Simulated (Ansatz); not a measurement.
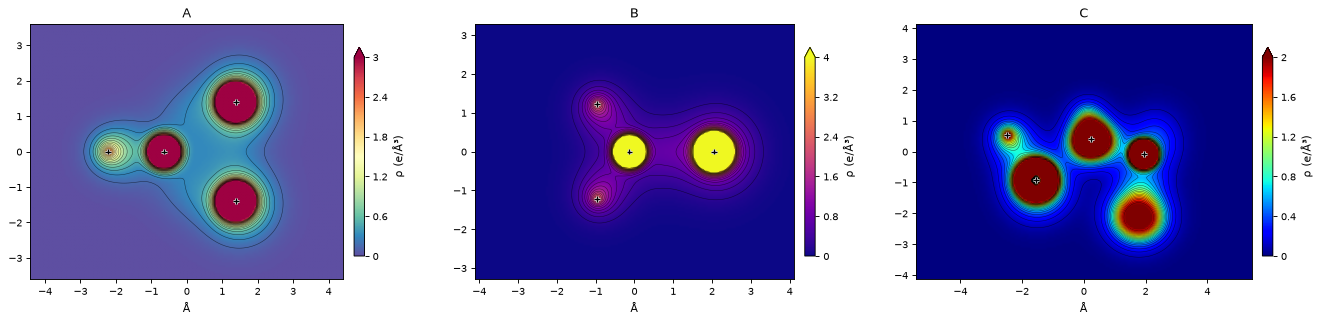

The total electron density of 3 systems, each on a plane through atoms (crosses mark nuclei in the plane).

These are results of isolated molecule in a Gaussian basis; Kohn-Sham density functional theory, functional PBE0 in Ansatz, not measurements.

System 1: ClH₅O₂SbSi (charge +1), the plane of atoms Sb4, O3 and Si5. Geometry: BLYP-D3(BJ)/def2-SVP; core potentials replace the inner electrons of Sb.

```yaml
atoms:
  - { symbol: Cl, position_ang: [1.5465, -4.6518, -1.0271] }
  - { symbol: O, position_ang: [-0.8438, -2.7044, -1.6801] }
  - { symbol: O, position_ang: [1.4631, -1.6859, -1.0681] }
  - { symbol: Sb, position_ang: [3.0977, -1.8221, 0.4566] }
  - { symbol: Si, position_ang: [0.7369, -3.0166, -1.9835] }
  - { symbol: H, position_ang: [-1.5767, -3.0692, -2.2129] }
  - { symbol: H, position_ang: [0.8582, -0.9173, -0.9526] }
  - { symbol: H, position_ang: [1.1876, -2.9302, -3.3877] }
  - { symbol: H, position_ang: [1.9143, -2.0575, 1.7091] }
  - { symbol: H, position_ang: [2.9121, -0.0970, 0.6025] }
```

System 2: AsH₂Si (SMILES [SiH2]=[As]) (doublet), the molecular plane. Geometry: B3LYP-D3(BJ)/6-311G**.

```xyz
4

As    0.4742    1.7643   -0.4169
Si   -0.5258   -0.1499   -0.1199
H    -1.1473   -0.5801    1.1574
H    -0.6719   -1.1894   -1.1692
```

System 3: AlGe₂H₅, the plane of atoms Ge2, Al1 and Ge3. Geometry: r2SCAN-D4/def2-SVP.

```yaml
atoms:
  - { symbol: Al, position_ang: [-0.5845, -0.9381, -1.6465] }
  - { symbol: Ge, position_ang: [-0.9774, -1.9807, 0.5534] }
  - { symbol: Ge, position_ang: [-1.8451, 0.5816, -0.1693] }
  - { symbol: H, position_ang: [0.0574, -1.1233, -3.0739] }
  - { symbol: H, position_ang: [0.4719, -1.6989, -0.2546] }
  - { symbol: H, position_ang: [-1.3874, -2.5338, -0.9824] }
  - { symbol: H, position_ang: [-0.3851, 0.8318, -0.9683] }
  - { symbol: H, position_ang: [-2.2444, -0.0031, -1.6961] }
```

> Which map belongs to which system?

Panel A is system 3, AlGe₂H₅: the plane holds Al, Ge and H. Al–Ge (2.47 Å): ρ at the midpoint is about 0.35 e/Å³. Panel B is system 2, AsH₂Si: the plane holds As, Si and H. Si–As (2.18 Å): ρ at the midpoint is about 0.76 e/Å³. Panel C is system 1, ClH₅O₂SbSi: the plane holds O, Sb, Si and H. Sb–O (2.24 Å): ρ is about 0.4 e/Å³ halfway.
